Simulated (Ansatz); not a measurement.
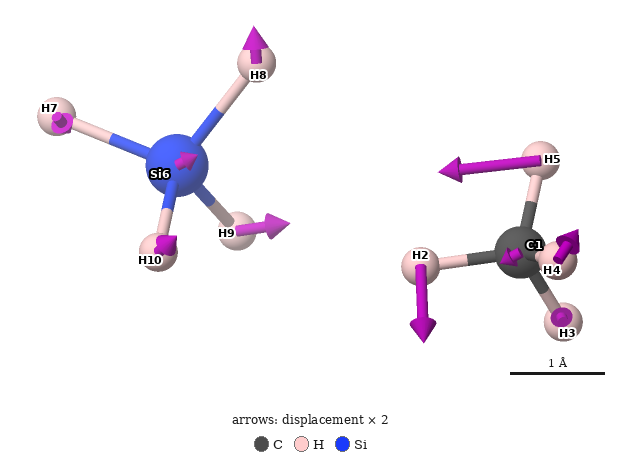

This is a relaxation of CH$_{8}$Si (coarse preliminary run). The starting structure is drawn; purple arrows show the displacements, magnified 2 times. The two geometries are superimposed by the best rigid fit.

The picture is a ball-and-stick view, seen at a tilt.

All numbers below come from RKS PBE-D4/def2-SVP in Ansatz. Set-up: force threshold 0.03 eV/Å; at most 250 steps.

What happened in the run?

The largest move after the best rigid fit is that of H5, 0.56 Å. Largest moves by element: H 0.56 Å, Si 0.13 Å, C 0.13 Å. Near-neighbour distances that change, for instance: Si6–H10 1.462 → 1.503 Å, C1–H2 1.083 → 1.106 Å. The optimiser took 10 steps.

Limits of the set-up: the start holds two separate molecules, 2.8 Å apart at their closest, whose relative position is a soft coordinate.
